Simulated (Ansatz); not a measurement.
A series of calculations on Si2NH9O

### Relaxation

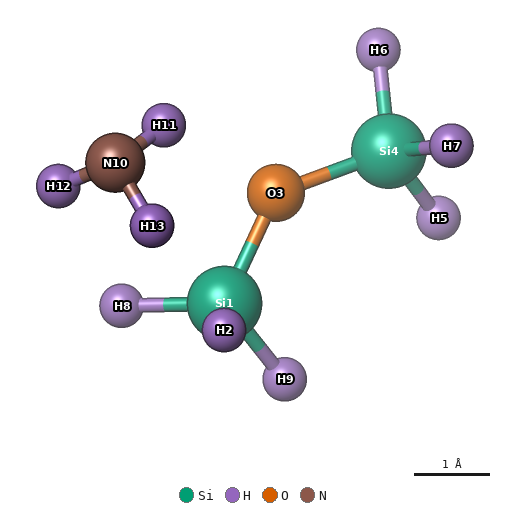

Starting structure of Si2NH9O. A ball-and-stick model, seen at a tilt.

The run prepares an end point of a later path (reaction) calculation, from a guessed geometry.

The calculation used Ansatz 0.2.0, RKS r2SCAN/6-31G*.

Input file:
```yaml
crystal:
  periodic: [false, false, false]
  atoms:
    - { symbol: Si, position_ang: [-0.101262, -0.128056, -0.037159] }
    - { symbol: H, position_ang: [-0.225312, -0.079459, 1.426464] }
    - { symbol: O, position_ang: [1.481026, -0.260937, -0.518262] }
    - { symbol: Si, position_ang: [2.51332, -1.506019, -0.893098] }
    - { symbol: H, position_ang: [1.801062, -2.566416, -1.658871] }
    - { symbol: H, position_ang: [3.619882, -0.954615, -1.712757] }
    - { symbol: H, position_ang: [3.073614, -2.108045, 0.348037] }
    - { symbol: H, position_ang: [-0.72694, 1.07469, -0.636302] }
    - { symbol: H, position_ang: [-0.834464, -1.332514, -0.526465] }
    - { symbol: "N", position_ang: [1.345191, 2.136982, 1.365973] }
    - { symbol: H, position_ang: [1.96503, 1.64435, 0.728269] }
    - { symbol: H, position_ang: [0.684569, 2.659684, 0.797049] }
    - { symbol: H, position_ang: [0.804385, 1.413856, 1.868022] }
basis:
  gaussian: { orbitals: "6-31G*" }
hamiltonian:
  xc: r2scan
relax:
  f_tol: 0.03
  max_steps: 50
```

Run as
```bash
ansatz run input.yaml --threads 2 --pin off --max-ram 3072MiB --backend cpu --events-out ev --progress --plain --runs-dir out
```

Q: Where does the relaxation end?

A: The energy falls by 16.5 kJ/mol in 6 accepted moves (7 points after the start). The largest force component goes from 0.73 to 0.029 eV/Å. The line search rejected the trial step at point 4 of the run. The largest move after the best rigid fit is that of H13, 0.59 Å. By element the largest moves are H 0.59 Å, N 0.30 Å, Si 0.25 Å, O 0.17 Å. Near-neighbour distances that change, for instance: Si1–H2 1.470 → 1.488 Å, N10–H13 1.033 → 1.019 Å. Bond angles that change, for instance: Si1–O3–Si4 135.9° → 138.8°.

Step by step:

```tsv
step	E − E(0), kJ/mol	largest force component, eV/Å	note
0	0.00	0.7346	
1	-11.38	0.2924	
2	-14.20	0.2018	
3	-15.60	0.2164	
4	-15.51	0.4743	rejected
5	-16.26	0.1290	
6	-16.39	0.0828	
7	-16.47	0.0294
```

The structure at the end:

```xyz
13

Si   -0.2525   -0.3078   -0.1111
H    -0.4827   -0.3996    1.3562
O     1.3654   -0.3747   -0.4617
Si    2.5079   -1.5042   -0.8677
H     1.8991   -2.5841   -1.6944
H     3.5782   -0.8269   -1.6416
H     3.0959   -2.1117    0.3574
H    -0.8105    0.9714   -0.6171
H    -0.9531   -1.4454   -0.7727
N     1.5729    2.3290    1.3385
H     1.9227    1.6064    0.7110
H     0.8228    2.8007    0.8364
H     1.1339    1.8403    2.1178
```

After the run, drawn alike:

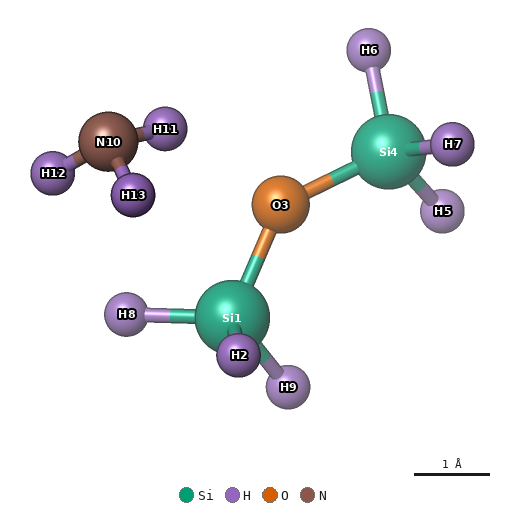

### Relaxation

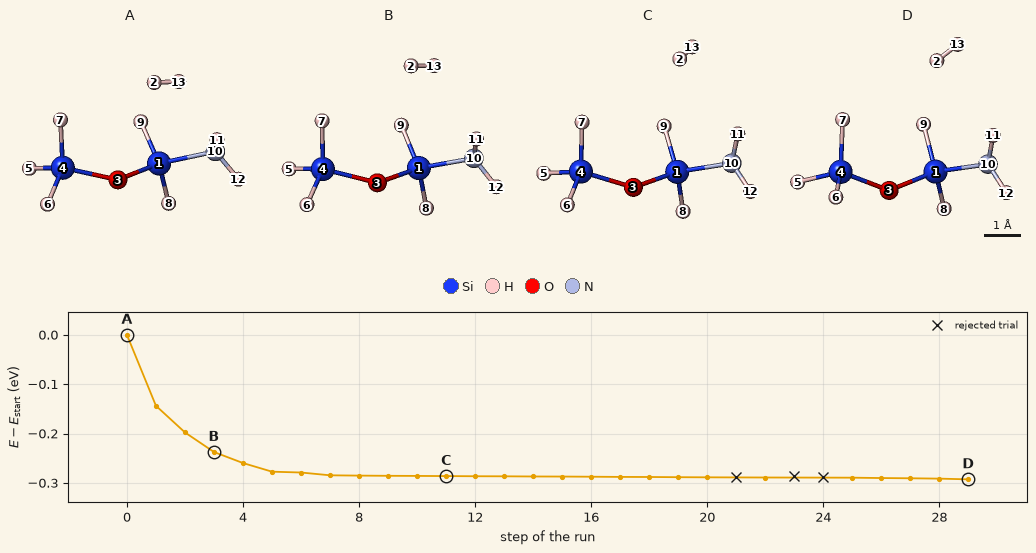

Frames of a relaxation of Si$_{2}$NH$_{9}$O, marked on the history of the run. Style: ball-and-stick. Shown at a tilt.

The run prepares an end point of a later path (reaction) calculation, from a guessed geometry.

The calculation used RKS r2SCAN/6-31G* (Ansatz 0.2.0).

Input
```yaml
crystal:
  periodic: [false, false, false]
  atoms:
    - { symbol: Si, position_ang: [0.279996, 0.590079, -0.336251] }
    - { symbol: H, position_ang: [1.013505, -0.40183, 2.03124] }
    - { symbol: O, position_ang: [1.710256, -0.109393, -0.801495] }
    - { symbol: Si, position_ang: [2.43483, -1.582883, -0.955875] }
    - { symbol: H, position_ang: [1.592363, -2.534247, -1.733918] }
    - { symbol: H, position_ang: [3.730689, -1.39628, -1.657861] }
    - { symbol: H, position_ang: [2.693789, -2.17637, 0.386581] }
    - { symbol: H, position_ang: [-0.372031, 1.229147, -1.511253] }
    - { symbol: H, position_ang: [-0.604083, -0.472729, 0.204424] }
    - { symbol: "N", position_ang: [0.49613, 1.922319, 0.825037] }
    - { symbol: H, position_ang: [1.290418, 1.912106, 1.454302] }
    - { symbol: H, position_ang: [0.439398, 2.831037, 0.375028] }
    - { symbol: H, position_ang: [0.69484, 0.182544, 2.27094] }
basis:
  gaussian: { orbitals: "6-31G*" }
hamiltonian:
  xc: r2scan
relax:
  f_tol: 0.03
  max_steps: 50
```

Launched with:
```bash
ansatz run input.yaml --threads 2 --pin off --max-ram 3072MiB --backend cpu --events-out ev --progress --plain --runs-dir out
```

### Describe the path.

H13 moves most after the best rigid fit: 1.24 Å. By element the largest moves are H 1.24 Å, O 0.53 Å, N 0.38 Å, Si 0.30 Å. Near-neighbour distances that change, for instance: Si1–N10 1.780 → 1.717 Å, H2–H13 0.707 → 0.742 Å, Si1–H8 1.488 → 1.482 Å. Among the angles between lasting bonds that change: Si1–N10–H12 111.9° → 120.7°, H9–Si1–N10 111.7° → 106.3°, O3–Si1–H8 109.7° → 105.9°. Groups turn about O3–Si4 by about 50°, Si1–N10 by about 40°, Si1–O3 by about 30°. The energy falls by 0.293 eV in 26 accepted moves (29 points after the start). The largest force component goes from 1.3 to 0.0085 eV/Å. The line search rejected the trial steps at points 21, 23, 24 of the run. The forces were under the threshold at step 17, but the run went on from there. Cost: 110 s on 2 threads of Arm Neoverse V2 (shared host), peak memory 0.16 GiB. From step 0 to 3: H2 moves most (0.58 Å), energy −0.237 eV. From step 3 to 11: H13 moves most (0.55 Å), energy −0.049 eV. From step 11 to 29: H13 moves most (0.42 Å), energy −0.007 eV.

| step | E − E(0), eV | largest force component, eV/Å | note |
| --- | --- | --- | --- |
| 0 | 0.0000 | 1.2931 |  |
| 1 | -0.1437 | 0.6328 |  |
| 2 | -0.1976 | 0.4588 |  |
| 3 | -0.2373 | 0.3853 |  |
| 4 | -0.2597 | 0.1689 |  |
| 5 | -0.2772 | 0.1107 |  |
| 6 | -0.2789 | 0.2091 |  |
| 7 | -0.2845 | 0.0626 |  |
| 8 | -0.2851 | 0.0944 |  |
| 9 | -0.2855 | 0.0375 |  |
| 10 | -0.2858 | 0.0679 |  |
| 11 | -0.2861 | 0.0380 |  |
| 12 | -0.2864 | 0.0572 |  |
| 13 | -0.2866 | 0.0386 |  |
| 14 | -0.2869 | 0.0304 |  |
| 15 | -0.2871 | 0.0913 |  |
| 16 | -0.2874 | 0.0553 |  |
| 17 | -0.2878 | 0.0271 |  |
| 18 | -0.2879 | 0.1373 |  |
| 19 | -0.2883 | 0.0608 |  |
| 20 | -0.2886 | 0.0266 |  |
| 21 | -0.2885 | 0.1779 | rejected |
| 22 | -0.2890 | 0.0457 |  |
| 23 | -0.2868 | 0.3337 | rejected |
| 24 | -0.2876 | 0.1267 | rejected |
| 25 | -0.2893 | 0.0235 |  |
| 26 | -0.2901 | 0.0342 |  |
| 27 | -0.2905 | 0.1606 |  |
| 28 | -0.2913 | 0.0884 |  |
| 29 | -0.2927 | 0.0085 |  |

### Path

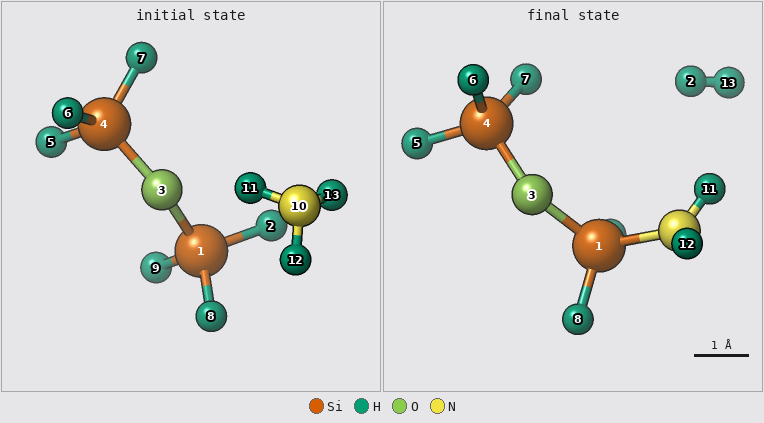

The two relaxed end points of a path for Si₂NH₉O, made up at the start of Si2H6O and NH₃. Style: ball-and-stick. Shown from a free direction.

Computed with RKS r2SCAN/6-31G* (Ansatz 0.2.0).

Settings: 5 movable images; climbing image; force threshold 0.03 eV/Å; iteration limit 60.

Start:
```xyz
13

Si   -0.2519   -0.3096   -0.1130
H    -0.4838   -0.4024    1.3539
O     1.3665   -0.3742   -0.4617
Si    2.5110   -1.5020   -0.8668
H     1.9047   -2.5823   -1.6948
H     3.5815   -0.8229   -1.6390
H     3.0983   -2.1094    0.3587
H    -0.8110    0.9692   -0.6191
H    -0.9502   -1.4478   -0.7762
N     1.5682    2.3288    1.3402
H     1.9198    1.6070    0.7127
H     0.8182    2.7998    0.8374
H     1.1288    1.8392    2.1187
```

End:
```xyz
13

Si    0.1123    0.5596   -0.6180
H     1.4189   -0.2659    2.8249
O     1.4188   -0.2467   -1.2520
Si    2.4073   -1.5416   -1.0052
H     2.0370   -2.6622   -1.9126
H     3.8148   -1.1495   -1.2829
H     2.3172   -2.0285    0.4034
H    -0.6909    1.0068   -1.7802
H    -0.6246   -0.3746    0.2748
N     0.4533    1.9550    0.3218
H     0.7940    1.8679    1.2711
H     0.8060    2.7984   -0.1142
H     1.1360    0.0749    3.4201
```

Question: Predict the minimum-energy path and its barrier.

Answer: The highest point, image 2, lies 1.61 eV above the start and 2.02 eV above the end; the end is at −0.41 eV relative to the start. Image 4 lies below both ends, at −0.43 eV, which points to an intermediate minimum that so few images don't resolve. Breaking: N10–H13 (1.02 → 1.23 at the top → 3.69 Å), Si1–H2 (1.49 → 1.85 at the top → 3.77 Å). Forming: H2–H13 (2.87 → 1.14 at the top → 0.74 Å), Si1–N10 (3.52 → 1.88 at the top → 1.72 Å). The band converged in 43 iterations, with a climbing image at the top. At the top, the vibrational analysis gives one imaginary mode (1388i cm⁻¹), as a transition state must have.

Energies of the converged images:

```
image  path (Å)  E (eV)
    0      0.00   0.000
    1      2.46   0.069
    2      4.92   1.611
    3      7.20  -0.422
    4      9.48  -0.432
    5     11.76  -0.427
    6     14.05  -0.413
```

The geometry at the top of the path:

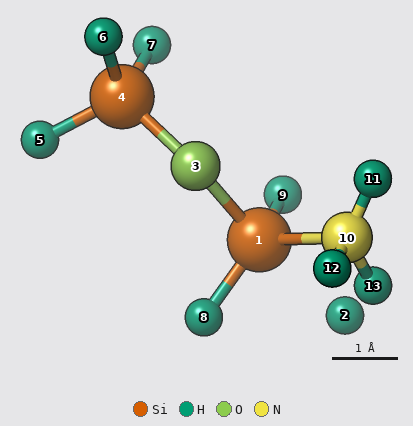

Limits of the set-up: the start holds two separate molecules, 2.4 Å apart at their closest, whose relative position is a soft coordinate and is computed without a dispersion correction.
